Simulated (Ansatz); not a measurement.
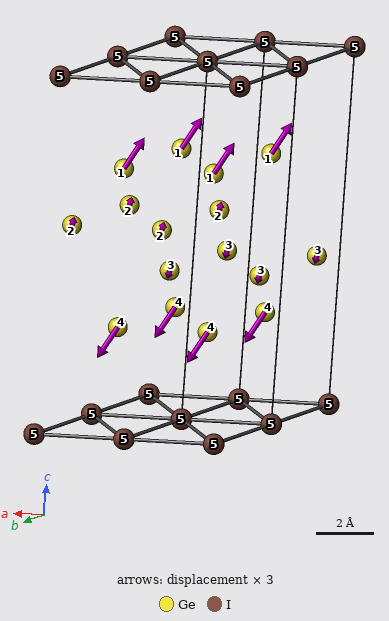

A relaxation of a crystal of Ge₄I (a generated structure, set up in C2/m). The starting structure is drawn; purple arrows show the displacements (the part carried along by the change of the cell is left out), magnified 3 times.

The picture is a ball-and-stick view of the cell of the calculation, repeated 2 × 2 × 1 with one cell outlined, seen from a free direction.

The run lets cell and atoms move.

Level of theory: Kohn-Sham DFT of a periodic cell, LDA, Ansatz PAW in Ansatz 0.2.0.

The input:
```yaml
crystal:
  lattice:
    - [2.74586, -1.78131, 0.0]
    - [2.74586, 1.78131, 0.0]
    - [-1.1353, 0.0, 12.99068]
  atoms:
    - { symbol: Ge, position: [0.51819, 0.51819, 0.72253] }
    - { symbol: Ge, position: [0.84479, 0.84479, 0.57805] }
    - { symbol: Ge, position: [0.15521, 0.15521, 0.42195] }
    - { symbol: Ge, position: [0.48181, 0.48181, 0.27747] }
    - { symbol: I, position: [0.0, 0.0, 0.0] }
hamiltonian:
  xc: lda
  pseudopotentials: { kind: paw }
kpoints:
  mp_grid: { grid: [7, 7, 2] }
scf:
  occupations: { method: fermi_dirac, width: 0.05 }
output:
  forces: true
  stress: true
  eigenvalues: true
relax:
  f_tol: 0.01
  max_steps: 40
  cell: { stress_tol: 0.05, p_target: 2.0 }
```

Run as
```bash
ansatz run input.yaml --threads 2 --pin off --max-ram 5632MiB --backend cpu --events-out ev --progress --plain --runs-dir out
```

**What happened in the run?**

After 15 accepted moves (17 points after the start) the energy has fallen by 40.9 meV per atom. With the target pressure of 2 GPa, the enthalpy E + pV changes by −96.0 meV per atom. Largest force component: 0.27 eV/Å at the start, 0.0033 eV/Å at the end. The pressure goes from −3.98 to 2.01 GPa. The SCF was repeated twice at an unchanged geometry on a basis and grid sized afresh for the cell, which shifted the energy by 0.9 meV per atom at most. The largest moves relative to the cell, 0.44 Å, are those of Ge1 and Ge4. Ge4 goes along [3 3 −2]. I stays in place. Cell: a = b 3.273 → 3.065 Å (−6.4 %), c 13.040 → 11.811 Å (−9.4 %), α 94.2° → 94.6°, β 94.2° → 94.6°, γ 65.9° → 72.0°. Volume −17.4 %. Among the contacts that change: Ge1–I5 4.042 → 3.426 Å, I5–I5 3.273 → 3.065 Å, I5–I5 (another image) 3.563 → 3.604 Å. Among the angles between lasting bonds that change: I5–I5–I5 65.9° → 72.0°, I5–I5–I5 114.1° → 108.0°. The space group stays C2/m (No. 12). The run took 84 s on 2 threads of Arm Neoverse V2, on a shared host, peak memory 0.48 GiB.

Limits of the set-up: layers or molecules are held without a dispersion correction, so their spacing is unreliable.
